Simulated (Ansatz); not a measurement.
# C3H4F2 (cis-1,2-difluorocyclopropane): RPA@PBE0/def2-SVP

What is the energy change on altering one bond length of C3H4F2 (cis-1,2-difluorocyclopropane) at RPA@PBE0/def2-SVP? 

The results are computed with Ansatz 0.2.0.

50 further runs of the same task are left out: 50 set aside as unsound or not needed. Runs told in other sessions of the task aren't counted.

### Step 1. The system as given

C3H4F2: 9 atoms, total charge 0, spin state singlet. SMILES: `FC1CC1F`. Geometry: relaxed at PBE0-D4/def2-TZVP.

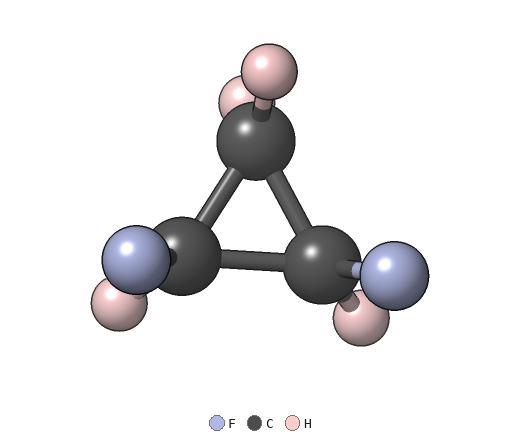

The structure, seen from a chosen angle (fluorine light blue, carbon dark grey, hydrogen pink).

### Step 2. The energy at RPA@PBE0/def2-SVP

Input file input.yaml:

```yaml
crystal:
  periodic: [false, false, false]
  atoms:
    - {symbol: F, position_ang: [-0.169600, 1.608000, -1.012600]}
    - {symbol: C, position_ang: [0.216800, 0.825500, 0.025400]}
    - {symbol: C, position_ang: [0.580500, -0.591100, -0.284000]}
    - {symbol: C, position_ang: [-0.696000, -0.279700, 0.428900]}
    - {symbol: F, position_ang: [-1.848900, -0.425100, -0.270300]}
    - {symbol: H, position_ang: [0.755400, 1.385300, 0.781900]}
    - {symbol: H, position_ang: [1.394400, -1.070200, 0.245000]}
    - {symbol: H, position_ang: [0.461700, -0.872500, -1.323800]}
    - {symbol: H, position_ang: [-0.820200, -0.522400, 1.478400]}
basis:
  gaussian:
    orbitals: def2-SVP
hamiltonian:
  xc: pbe0
correlation:
  method: rpa
  frozen_orbitals: {C: 1, F: 1, H: 0}
accuracy: high
```

Run with:

```
$ ansatz run input.yaml --threads 1 --pin off --max-ram 2610MiB --events-out events.jsonl --progress --plain --runs-dir runs
```

The program printed:

```text
Warning: RAYON_NUM_THREADS=1 ignored (pool sized by the plan → 1); use --threads N
Functional definition: PBE0
  name "PBE0"
  parameter a = 0.25
  parameter kappa = 0.804
  parameter beta = 0.06672455060314922
  exchange = (1 - a)*pbe_x(kappa = kappa, mu = beta*pi^2/3) + a*exact_x
  correlation = pbe_c(beta = beta)
2132 factors; integrals over basis functions are off by at most 3.5e-9 eV
mean field evaluation 1: about -8589.6712 eV, gradient 3.7e1 eV
mean field evaluation 2: about -8589.9473 eV, gradient 3.7e1 eV
mean field evaluation 4: about -8593.0146 eV, gradient 3.0e0 eV
mean field evaluation 8: about -8593.0375 eV, gradient 1.0e-1 eV
mean field evaluation 16: about -8593.0375 eV, gradient 2.9e-6 eV
mean field -8593.03751988 eV, -315.7883042854 hartree, gradient 6.5e-8 eV, S^2 0.000000; 0 other end points of the search recorded, 0 dependent functions left out
5 core orbitals not correlated: weight in the atoms' cores, before any rotation towards them, 1.000 or more for the frozen orbitals, at most 0.000 for the correlated occupied ones
reference -8557.52169731 eV, -314.4831218796 hartree; 15, 15 occupied and 70, 70 virtual orbitals, 2132 factors
Total energy: -8586.92587543 eV, -315.5637054948 hartree
```

It took 11 s on 1 thread of Arm Neoverse V2, shared host; peak memory 0.34 GiB.

### Step 3. The distorted shape

Input file job.yaml:

```yaml
crystal:
  periodic: [false, false, false]
  atoms:
    - symbol: F
      position_ang: [-0.074563, 1.833114, -0.180784]
    - symbol: C
      position_ang: [0.311837, 1.050614, 0.857216]
    - symbol: C
      position_ang: [0.675537, -0.365986, 0.547816]
    - symbol: C
      position_ang: [-0.600963, -0.054586, 1.260716]
    - symbol: F
      position_ang: [-1.753863, -0.199986, 0.561516]
    - symbol: H
      position_ang: [0.850437, 1.610414, 1.613716]
    - symbol: H
      position_ang: [1.489437, -0.845086, 1.076816]
    - symbol: H
      position_ang: [0.461700, -0.872500, -1.323800]
    - symbol: H
      position_ang: [-0.725163, -0.297286, 2.310216]
basis:
  gaussian:
    orbitals: def2-SVP
accuracy: high
total_charge: 0
correlation:
  method: rpa
  frozen_orbitals: {C: 1, F: 1, H: 0}
hamiltonian:
  xc: {name: PBE0}
```

Run with:

```
$ ansatz run job.yaml --threads 1 --pin off --max-ram 2610MiB --events-out events.jsonl --progress --plain --runs-dir runs
```

The program printed, shortened:

```text
Warning: RAYON_NUM_THREADS=1 ignored (pool sized by the plan → 1); use --threads N
Functional definition: PBE0
  name "PBE0"
[...]
2133 factors; integrals over basis functions are off by at most 3.6e-9 eV
[...]
mean field -8589.38593121 eV, -315.6541108771 hartree, gradient 4.9e-8 eV, S^2 0.000000; 0 other end points of the search recorded, 0 dependent functions left out
5 core orbitals not correlated: weight in the atoms' cores, before any rotation towards them, 1.000 or more for the frozen orbitals, at most 0.000 for the correlated occupied ones
reference -8553.29090568 eV, -314.3276431551 hartree; 15, 15 occupied and 70, 70 virtual orbitals, 2133 factors
Total energy: -8583.31290435 eV, -315.4309312563 hartree
```

Run time: 13 s. Hardware: 1 thread of Arm Neoverse V2, shared host; peak memory 0.36 GiB.

### Step 4. Outcome

Level: RPA@PBE0/def2-SVP, 5 core orbitals frozen.

| quantity | value |
| --- | --- |
| first shape: total energy | -315.56371 Eh |
| first shape: RPA correlation energy (valence) | -1080.6 mEh |
| distorted shape: total energy | -315.43093 Eh |
| distorted shape: RPA correlation energy (valence) | -1103.3 mEh |
| energy change with the C3–H8 bond stretched from 1.084 to 1.951 Å | 3.613 eV |

What this shows: With the C3–H8 bond stretched from 1.084 to 1.951 Å the energy rises by 3.61 eV (83 kcal/mol). The first shape isn't relaxed at this level, so the change isn't measured from a minimum. A restricted reference can't describe the breaking bond well at this length.
